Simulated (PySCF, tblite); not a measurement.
# C₅H₁₂N+: a rotation path, then NMR shifts on frames, part 2 of 2

tblite 0.8.0 and PySCF 2.14.0. Atoms count from 0. Earlier steps stand in the parts before.

### Step 5. Shielding tensors: image 5, PBE0/pcSseg-1

What the job is given:

```
{"job": {"kind": "nmr", "xc": "PBE0", "basis": "pcSseg-1", "pop": false}, "charge": 1, "multiplicity": 1}
C      1.836500    -1.047900    -0.081800
N      1.347000     0.312200    -0.390500
C      0.050300     0.735700     0.267400
C     -0.698000    -0.262100     1.161900
C     -1.984900     0.019000     0.366000
C     -1.161000     0.806800    -0.667500
H      1.121400    -1.794300    -0.419700
H      1.990600    -1.149100     0.990500
H      2.782700    -1.222400    -0.590300
H      1.210100     0.388100    -1.406900
H      2.081300     0.978400    -0.133200
H      0.240400     1.677400     0.782500
H     -0.372800    -1.292600     1.080000
H     -0.719000     0.010300     2.213100
H     -2.697700     0.633600     0.904800
H     -2.498600    -0.857200    -0.017600
H     -1.516600     1.807600    -0.897100
H     -1.020400     0.262900    -1.600100
```

Level: GIAO PBE0/pcSseg-1 NMR shielding, non-relativistic, gas phase.

The program printed:

```text
coarse grid: 13936 points
cycle   1  E = -251.8124536042  dE =  9.254e-01  |g| = 4.122e-01  |ddm| = 3.576e+00
cycle   2  E = -251.7988938112  dE =  1.356e-02  |g| = 5.124e-01  |ddm| = 1.044e+00
cycle   3  E = -251.8589267156  dE = -6.003e-02  |g| = 4.776e-02  |ddm| = 4.605e-01
cycle   4  E = -251.8593101998  dE = -3.835e-04  |g| = 1.783e-02  |ddm| = 4.808e-02
cycle   5  E = -251.8593713558  dE = -6.116e-05  |g| = 6.057e-03  |ddm| = 1.409e-02
cycle   6  E = -251.8593793046  dE = -7.949e-06  |g| = 6.064e-04  |ddm| = 4.876e-03
final grid: 131496 points
cycle   7  E = -251.8941287436  dE = -5.094e-05  |g| = 9.481e-03  |ddm| = 3.478e-02
cycle   8  E = -251.8941214697  dE =  7.274e-06  |g| = 1.106e-02  |ddm| = 1.592e-02
cycle   9  E = -251.8941514170  dE = -2.995e-05  |g| = 5.274e-04  |ddm| = 8.673e-03
cycle  10  E = -251.8941514705  dE = -5.351e-08  |g| = 1.906e-04  |ddm| = 5.535e-04
cycle  11  E = -251.8941514787  dE = -8.241e-09  |g| = 4.166e-05  |ddm| = 1.548e-04
cycle  12  E = -251.8941514791  dE = -3.820e-10  |g| = 7.987e-06  |ddm| = 4.203e-05
converged SCF energy = -251.8941514791

GIAO shielding tensors (ppm)
atom      isotropic    diamagn.    paramagn.     s11        s22        s33       span
  0 C      153.683     246.908     -93.226    136.231    144.054    180.763     44.532
  1 N      195.076     323.217    -128.142    160.382    201.517    223.328     62.945
  2 C      131.040     253.775    -122.735     97.056    126.021    170.044     72.988
  3 C      164.625     249.987     -85.362    146.225    162.151    185.498     39.272
  4 C      173.372     250.275     -76.904    164.001    168.633    187.481     23.480
  5 C      155.175     250.853     -95.678    130.648    153.634    181.243     50.595
  6 H       28.305      29.744      -1.439     23.941     27.293     33.680      9.739
  7 H       28.759      28.729       0.030     24.479     26.812     34.985     10.506
  8 H       28.408      26.121       2.287     23.781     25.614     35.830     12.048
  9 H       27.573      31.994      -4.421     21.285     25.411     36.023     14.737
 10 H       26.694      30.009      -3.315     18.677     24.252     37.153     18.476
 11 H       27.443      32.198      -4.754     22.847     27.897     31.586      8.740
 12 H       28.994      31.767      -2.773     25.328     29.222     32.431      7.104
 13 H       28.969      30.015      -1.045     25.041     26.138     35.729     10.687
 14 H       29.244      29.132       0.112     25.952     25.995     35.786      9.834
 15 H       29.210      29.099       0.111     25.399     26.216     36.015     10.616
 16 H       28.466      29.665      -1.199     24.792     25.916     34.690      9.898
 17 H       29.685      31.673      -1.988     26.765     28.210     34.081      7.316
```

Run time: 47 s. Hardware: 1 thread, shared host.

Key values: δ C2 55.9, C0 33.2, C5 31.7, C3 22.3, H10 5.02, H11 4.27 ppm.

### Step 6. Shielding tensors: image 6, PBE0/pcSseg-1

What the job is given:

```
{"job": {"kind": "nmr", "xc": "PBE0", "basis": "pcSseg-1", "pop": false}, "charge": 1, "multiplicity": 1}
C      1.747000    -1.066800    -0.189500
N      1.383000     0.360100    -0.312300
C      0.051900     0.772700     0.274800
C     -0.676000    -0.183100     1.229000
C     -1.951900    -0.021800     0.383000
C     -1.134500     0.716700    -0.691700
H      0.978200    -1.693300    -0.636000
H      1.867000    -1.327300     0.860000
H      2.690100    -1.251400    -0.700200
H      1.356600     0.608600    -1.309500
H      2.127600     0.914800     0.121600
H      0.189500     1.762500     0.711600
H     -0.306100    -1.201900     1.232800
H     -0.736000     0.166400     2.255500
H     -2.702800     0.603000     0.854400
H     -2.420000    -0.946400     0.059100
H     -1.524400     1.681800    -1.004100
H     -0.948100     0.111700    -1.576700
```

Method: GIAO PBE0/pcSseg-1 NMR shielding, non-relativistic, gas phase.

The program printed:

```text
coarse grid: 13936 points
cycle   1  E = -251.8128064228  dE =  9.265e-01  |g| = 4.136e-01  |ddm| = 3.578e+00
cycle   2  E = -251.7990238220  dE =  1.378e-02  |g| = 5.147e-01  |ddm| = 1.039e+00
cycle   3  E = -251.8595902472  dE = -6.057e-02  |g| = 4.717e-02  |ddm| = 4.584e-01
cycle   4  E = -251.8599631894  dE = -3.729e-04  |g| = 1.768e-02  |ddm| = 4.765e-02
cycle   5  E = -251.8600229468  dE = -5.976e-05  |g| = 6.105e-03  |ddm| = 1.394e-02
cycle   6  E = -251.8600310218  dE = -8.075e-06  |g| = 5.462e-04  |ddm| = 4.845e-03
final grid: 131496 points
cycle   7  E = -251.8954805177  dE = -5.665e-05  |g| = 9.489e-03  |ddm| = 3.545e-02
cycle   8  E = -251.8954730982  dE =  7.419e-06  |g| = 1.109e-02  |ddm| = 1.632e-02
cycle   9  E = -251.8955033482  dE = -3.025e-05  |g| = 5.604e-04  |ddm| = 8.798e-03
cycle  10  E = -251.8955034089  dE = -6.076e-08  |g| = 1.880e-04  |ddm| = 5.949e-04
cycle  11  E = -251.8955034169  dE = -7.984e-09  |g| = 4.850e-05  |ddm| = 1.614e-04
cycle  12  E = -251.8955034174  dE = -5.233e-10  |g| = 9.552e-06  |ddm| = 4.988e-05
converged SCF energy = -251.8955034174

GIAO shielding tensors (ppm)
atom      isotropic    diamagn.    paramagn.     s11        s22        s33       span
  0 C      154.843     247.444     -92.601    138.537    144.803    181.190     42.653
  1 N      196.872     323.024    -126.152    170.544    198.894    221.179     50.635
  2 C      130.808     254.095    -123.287     98.590    125.265    168.568     69.979
  3 C      165.171     250.173     -85.003    146.903    163.472    185.138     38.235
  4 C      173.417     250.142     -76.725    164.092    169.016    187.144     23.052
  5 C      158.337     250.709     -92.372    134.722    157.418    182.871     48.149
  6 H       28.432      29.928      -1.496     24.088     27.369     33.839      9.751
  7 H       28.594      28.995      -0.400     24.197     26.882     34.704     10.507
  8 H       28.384      26.284       2.100     23.717     25.635     35.801     12.084
  9 H       27.555      31.532      -3.978     21.213     25.057     36.394     15.182
 10 H       26.854      29.873      -3.019     18.700     24.259     37.604     18.904
 11 H       27.400      32.091      -4.690     22.806     27.750     31.645      8.839
 12 H       29.008      31.749      -2.741     25.380     29.142     32.501      7.121
 13 H       28.979      29.927      -0.948     25.065     25.941     35.931     10.866
 14 H       29.231      29.140       0.091     25.875     25.982     35.837      9.961
 15 H       29.246      29.096       0.151     25.406     26.300     36.033     10.627
 16 H       28.597      29.746      -1.149     24.789     25.934     35.067     10.278
 17 H       29.603      31.679      -2.077     26.746     28.130     33.932      7.186
```

It took 51 s on 1 thread, shared host.

This run: δ C2 56.1, C0 32.1, C5 28.6, C3 21.8, H10 4.86, H11 4.32 ppm.

### Step 7. Nuclear shieldings: image 8, PBE0/pcSseg-1

What the job is given:

```
{"job": {"kind": "nmr", "xc": "PBE0", "basis": "pcSseg-1", "pop": false}, "charge": 1, "multiplicity": 1}
C      1.616200    -1.060900    -0.448600
N      1.431600     0.376300    -0.154600
C      0.054900     0.818200     0.266100
C     -0.656500     0.011900     1.358300
C     -1.894100    -0.092200     0.448400
C     -1.092400     0.532100    -0.708100
H      0.913000    -1.384300    -1.211700
H      1.462400    -1.655000     0.448200
H      2.628100    -1.235600    -0.808300
H      1.677300     0.913800    -0.994800
H      2.090000     0.641200     0.587600
H      0.139500     1.878100     0.514700
H     -0.207900    -0.950300     1.583500
H     -0.803100     0.547200     2.292400
H     -2.723600     0.524400     0.777900
H     -2.257400    -1.099500     0.271600
H     -1.533000     1.415100    -1.162900
H     -0.853800    -0.174300    -1.498000
```

Level: GIAO PBE0/pcSseg-1 NMR shielding, non-relativistic, gas phase.

The program printed:

```text
coarse grid: 13936 points
cycle   1  E = -251.8152760234  dE =  9.271e-01  |g| = 4.170e-01  |ddm| = 3.586e+00
cycle   2  E = -251.8014731120  dE =  1.380e-02  |g| = 5.180e-01  |ddm| = 1.014e+00
cycle   3  E = -251.8626943434  dE = -6.122e-02  |g| = 4.670e-02  |ddm| = 4.485e-01
cycle   4  E = -251.8630579646  dE = -3.636e-04  |g| = 1.763e-02  |ddm| = 4.659e-02
cycle   5  E = -251.8631170014  dE = -5.904e-05  |g| = 6.157e-03  |ddm| = 1.381e-02
cycle   6  E = -251.8631252173  dE = -8.216e-06  |g| = 4.532e-04  |ddm| = 4.772e-03
final grid: 131496 points
cycle   7  E = -251.8982829367  dE = -4.984e-05  |g| = 9.751e-03  |ddm| = 3.168e-02
cycle   8  E = -251.8982742367  dE =  8.700e-06  |g| = 1.154e-02  |ddm| = 1.688e-02
cycle   9  E = -251.8983069940  dE = -3.276e-05  |g| = 5.386e-04  |ddm| = 9.169e-03
cycle  10  E = -251.8983070498  dE = -5.581e-08  |g| = 1.776e-04  |ddm| = 5.623e-04
cycle  11  E = -251.8983070570  dE = -7.133e-09  |g| = 4.500e-05  |ddm| = 1.480e-04
cycle  12  E = -251.8983070574  dE = -4.470e-10  |g| = 9.948e-06  |ddm| = 4.589e-05
converged SCF energy = -251.8983070574

GIAO shielding tensors (ppm)
atom      isotropic    diamagn.    paramagn.     s11        s22        s33       span
  0 C      159.325     248.591     -89.266    142.642    145.776    189.556     46.914
  1 N      198.333     322.490    -124.157    183.191    195.283    216.524     33.333
  2 C      129.946     254.492    -124.546    101.048    125.463    163.326     62.279
  3 C      166.122     250.516     -84.394    145.875    167.126    185.365     39.491
  4 C      174.515     250.204     -75.688    164.725    171.382    187.439     22.714
  5 C      165.202     250.274     -85.072    143.901    166.537    185.168     41.267
  6 H       28.406      29.979      -1.573     23.428     27.814     33.976     10.549
  7 H       28.418      29.610      -1.192     23.475     27.431     34.349     10.874
  8 H       28.449      26.566       1.883     23.640     25.727     35.980     12.341
  9 H       27.324      30.591      -3.266     19.906     24.552     37.515     17.610
 10 H       27.176      29.980      -2.804     19.475     24.396     37.657     18.182
 11 H       27.343      31.962      -4.619     22.776     27.516     31.737      8.961
 12 H       29.163      31.598      -2.435     25.546     28.631     33.313      7.767
 13 H       28.917      29.729      -0.812     24.912     25.878     35.962     11.051
 14 H       29.190      29.079       0.111     25.783     25.895     35.893     10.110
 15 H       29.315      29.257       0.058     25.516     26.450     35.980     10.464
 16 H       28.874      29.867      -0.992     24.875     25.909     35.840     10.965
 17 H       29.261      31.615      -2.354     25.901     28.437     33.446      7.545
```

Run time: 51 s. Hardware: 1 thread, shared host.

In short: δ C2 57.0, C0 27.6, C5 21.7, C3 20.8, H10 4.54, H9 4.39 ppm.

### Step 8. Comparing the runs: NMR shifts

Shifts (ppm) of some atoms, chosen among heavy atoms and hydrogens apart, with basis size and wall time:

```tsv
frame	C2	C0	C3	C5	H7	H12	N1	functions	time
image 0	57.8	34.1	28.0	27.8	2.93	2.03	83.7	162	50 s
image 2	56.5	32.6	24.3	31.3	2.76	2.36	79.2	162	51 s
image 5	55.9	33.2	22.3	31.7	2.96	2.72	72.7	162	47 s
image 6	56.1	32.1	21.8	28.6	3.12	2.71	70.9	162	51 s
image 8	57.0	27.6	20.8	21.7	3.30	2.55	69.4	162	51 s
```

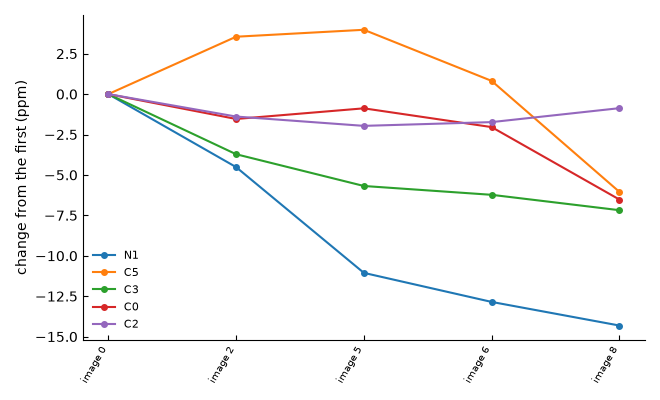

How five of the tabulated atoms move from run to run.

### Step 9. Summary of results

What follows sums up all 2 parts.

| quantity | value |
| --- | --- |
| barrier | 0.195 eV (4.5 kcal/mol) at image 5 |
| end to end (GFN2-xTB) | 0.120 eV |
| 13C shifts against TMS (PBE0/pcSseg-1, image 0) | 57.8, 34.1, 28.0, 27.8, 13.1 ppm |
| 1H shifts against TMS (PBE0/pcSseg-1, image 0) | 4.69, 4.10, 3.87, 3.29, 3.21, 3.07, 3.02, 2.93, 2.51, 2.47, 2.14, 2.03 ppm |
| 15N shifts against NH3 (PBE0/pcSseg-1, image 0) | 83.7 ppm |
| range of the shift of N1 | 69.4 to 83.7 ppm |

In words: Along the band the dihedral turns by 119°, and the top (dihedral -107°) lies 4.5 kcal/mol above the start (GFN2-xTB, rough), so at room temperature this motion is fast. The top was not checked by a frequency run. Shifts at one fixed geometry are not the observed spectrum, which averages over the motion. In ppm, N1 moves most: its shift spreads over 14.3 ppm, from 69.4 (image 8) to 83.7 (image 0).
